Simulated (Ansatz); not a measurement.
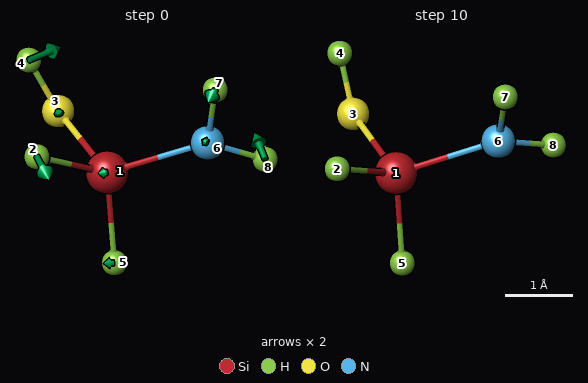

The structure of SiNH5O before (left) and after (right) a relaxation, at one scale. The green arrows give the displacements, 2 times their true length.

The picture is a ball-and-stick view, seen at a tilt.

The run prepares an end point of a later path (reaction) calculation, from a guessed geometry.

Method: RKS PBE0-D4/def2-SVP in Ansatz. (no spin polarisation; force threshold 0.03 eV/Å; at most 50 steps)

### Describe what moved and what it gained.

H4 moves most after the best rigid fit: 0.35 Å. By element the largest moves are H 0.35 Å, Si 0.08 Å, O 0.07 Å, N 0.06 Å. Among the contacts that change: Si1–H2 1.455 → 1.495 Å, Si1–O3 1.662 → 1.671 Å, Si1–N6 1.710 → 1.719 Å. Bond angles that change, for instance: H2–Si1–O3 92.7° → 110.2°, H2–Si1–N6 111.0° → 104.9°, H2–Si1–H5 117.3° → 112.9°. The energy falls by 0.233 eV in 9 accepted moves (10 points after the start). The largest force component goes from 1 to 0.024 eV/Å. The line search rejected the trial step at point 6 of the run.
